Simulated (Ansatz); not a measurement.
Geometry optimisation.

```
crystal:
  lattice:
    - [3.989637, 0.0, 0.0]
    - [-1.994818, 3.455132, 0.0]
    - [0.0, -2.303417, 8.246586]
  atoms:
    - { symbol: Cr, position: [0.5, 0.0, 0.5] }
    - { symbol: I, position: [0.1119, 0.2238, 0.3357] }
    - { symbol: I, position: [0.8881, 0.7762, 0.6643] }
    - { symbol: Au, position: [0.0, 0.0, 0.0] }
  symmetry: { tolerance: 0.0003 }
kpoints:
  mp_grid: { grid: [5, 5, 5], shift: [0, 0, 0] }
magnetization:
  spin_polarized: false
scf:
  occupations: { method: fermi_dirac }
  max_iter: 80
hamiltonian:
  pseudopotentials: { kind: paw }
  xc: r2scan
basis:
  ecutwfc: 30
output:
  forces: true
  stress: true
  eigenvalues: true
relax:
  max_steps: 40
  cell: {}
```

Launched with:
```bash
ansatz run input.yaml --threads 1 --pin off --max-ram 2560MiB --backend cpu --events-out ev --progress --plain --runs-dir out
```

Question: How does the optimisation go?

Answer: It had not finished: it stopped at geometry 11. The energy fell by about 850000 meV/atom from the first step to the last. The largest force component goes from about 150 eV/Å at the start to 150 eV/Å at the end. The volume shrinks from 28.4 to 5.2 Å³ per atom (−82 %), as the pressure goes from −2700 GPa to −12000 GPa.

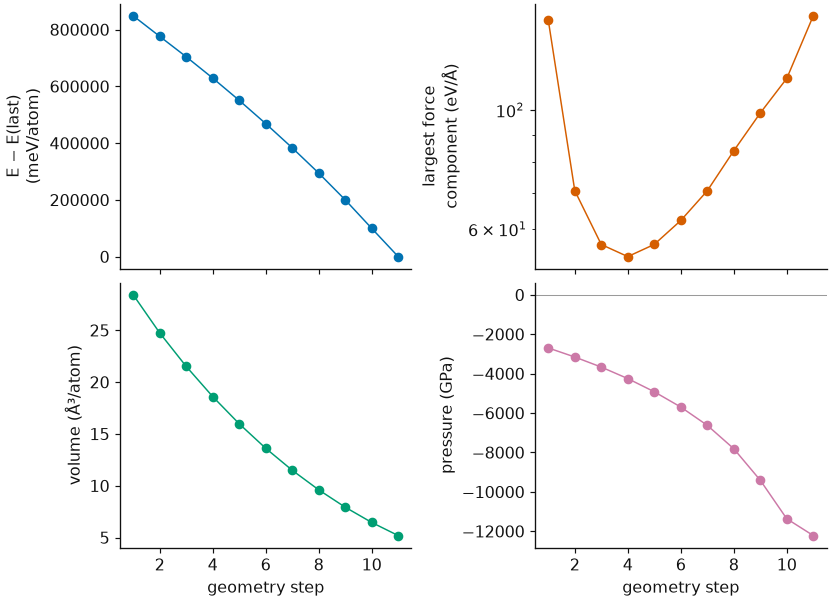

History of the run, step by step. Atoms and cell relax.

Question: Is anything amiss with this input?

Answer: Yes: a cutoff far too low (basis.ecutwfc set to 30 (from 500)).
